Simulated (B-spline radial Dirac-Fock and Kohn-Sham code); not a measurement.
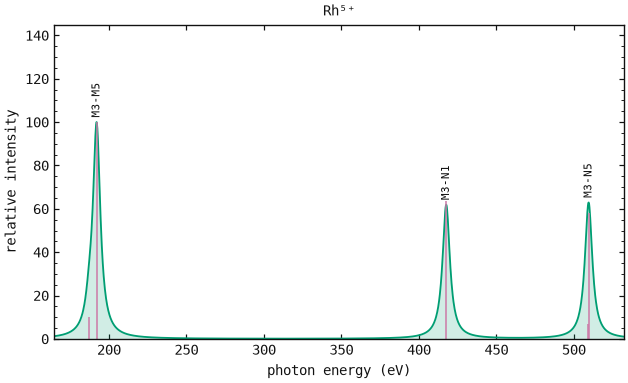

X-ray emission lines that fill an M3 (3p3/2) hole, broadened by a Lorentzian of 5.8 eV full width. Multiplet splitting by the open shell is left out. System: the ion Rh⁵⁺, configuration [Kr] 4d4, inside a Watson sphere of charge −5 and radius 2.4 Å that stands in for a crystal. Computed with a radial B-spline solver: independent-particle rates on relativistic LDA orbitals of the hole state (multipoles to L = 3), energies from Dirac–Fock ΔSCF. Widths ruled by Coster–Kronig decay come out up to twice the measured ones in this model.

Which line is the strongest, where is it and what share of the photons does it carry?

Answer. M3-M5 at 192.0 eV, 41.9 % of the radiative decays.

How far apart are M3-M5 and M3-N1, and what is their intensity ratio?

Answer. 226 eV apart, with M3-N1 at 0.64 of the intensity of M3-M5.
